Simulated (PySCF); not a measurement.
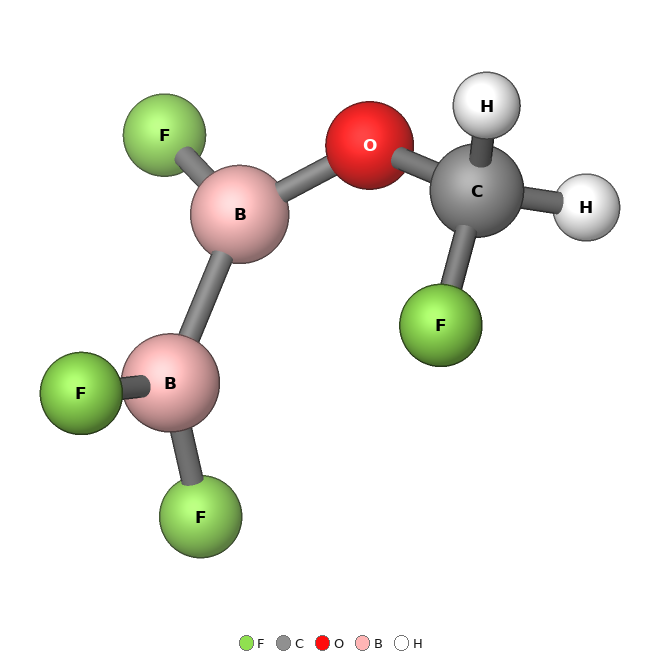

A ball-and-stick model of a molecule. Every bond is drawn as one stick, whatever its order.

Computed geometry: GFN2-xTB optimisation. No frequency run is at hand to confirm it as a minimum.

What does the picture show?

Formula CH₂B₂F₄O. As SMILES it reads `FCOB(F)B(F)F`. It has no ring. Among its groups: C–F bond. This geometry has Cs symmetry. Coordination: 1 C tetrahedral; 1 O bent; 2 B trigonal planar.

The parts below concern this one geometry. Atoms keep their numbers from picture to picture.

**NMR shielding**

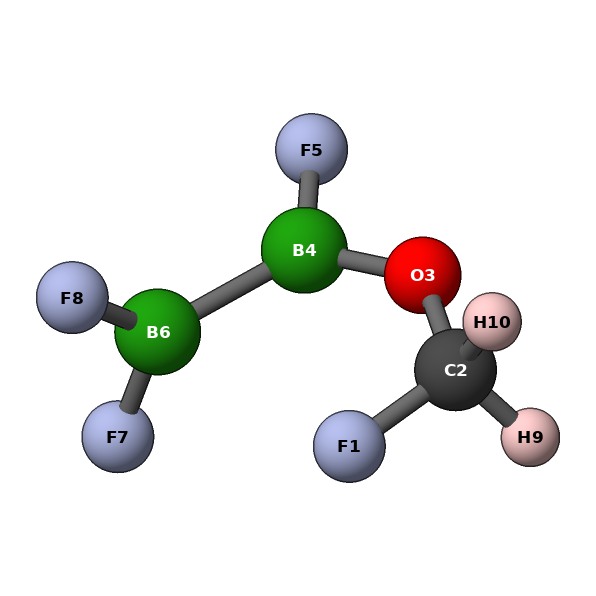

The questions are on isotropic NMR shieldings of the F atoms. No frequency run is at hand to confirm it as a minimum. Properties computed with GIAO PBE0/pcSseg-1 NMR shielding, non-relativistic, gas phase (PySCF 2.14.0).

Give the isotropic NMR shieldings of the F atoms atom by atom.

```json
{"atom": "F1", "σ (ppm)": "343.5"}
{"atom": "F5", "σ (ppm)": "238.7"}
{"atom": "F7", "σ (ppm)": "219.3"}
{"atom": "F8", "σ (ppm)": "219.3"}
```

**Spin–spin coupling**

No frequency run is at hand to confirm it as a minimum. Method: B3LYP/pcJ-1 indirect spin-spin coupling, non-relativistic, gas phase (PySCF 2.14.0). Isotopes: 11B, 13C, 19F, 1H, 17O.

Give the spin–spin coupling constants of these pairs, with the number of bonds between them: F1/C2, O3/B4, B4/F5, F1/H10, F1/O3.

| pair | bonds apart | J (Hz) |
| --- | --- | --- |
| F1, C2 | 1 | −277.6 |
| O3, B4 | 1 | −19.8 |
| B4, F5 | 1 | −142.6 |
| F1, H10 | 2 | 57.9 |
| F1, O3 | 2 | −15.7 |

Density functionals are unreliable for couplings to fluorine, so those rows may be far off.

**Excitation**

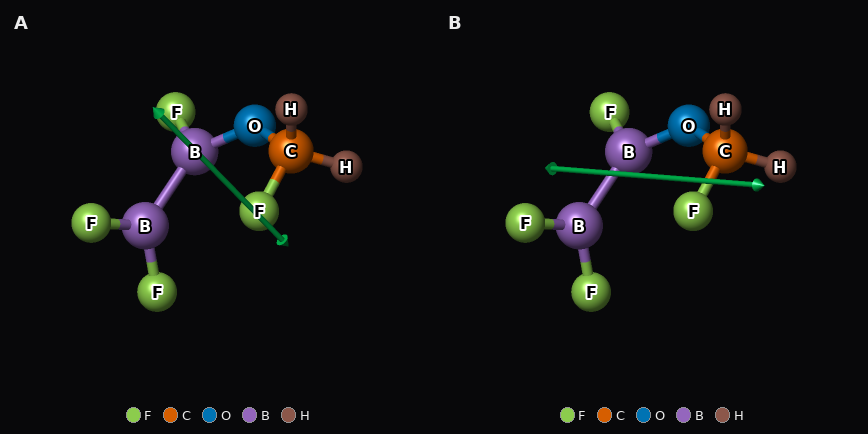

The double arrows show the directions of two transition dipoles from the ground state (lengths mean nothing). No frequency run is at hand to confirm it as a minimum. Properties computed with TDDFT CAM-B3LYP/def2-SVPD, vertical, gas phase, core orbitals frozen in the response (PySCF 2.14.0).

One belongs to singlet state 1 and one to singlet state 2. Which is which?

Answer. A: state 1, 7.63 eV (163 nm), oscillator strength 0.025, mainly HOMO → LUMO (weight 0.95).
B: state 2, 7.80 eV (159 nm), oscillator strength 0.032, mainly HOMO → LUMO+1 (weight 0.79).

**Quadrupole coupling**

No frequency run is at hand to confirm it as a minimum. Electric field gradients from the ground-state density, PBE0/pcSseg-1 (PySCF 2.14.0), non-relativistic apart from any core potentials.

Give the largest field-gradient component, the quadrupole coupling constant and the asymmetry for 17O at O3 (Q = −25.6 mb), 11B at B4 (Q = 40.59 mb), 11B at B6 (Q = 40.59 mb), 2H at H9 (Q = 2.86 mb).

```csv
atom,V_zz (a.u.),e²qQ/h (MHz),η
O3,1.501,−9.03,0.01
B4,0.353,3.37,0.57
B6,0.386,3.68,0.62
H9,0.270,0.181,0.05
```

The geometry is semi-empirical. Around B such bond lengths and angles can be off by a tenth of an ångström or more and by several degrees, and values that hang on the shape move with them.
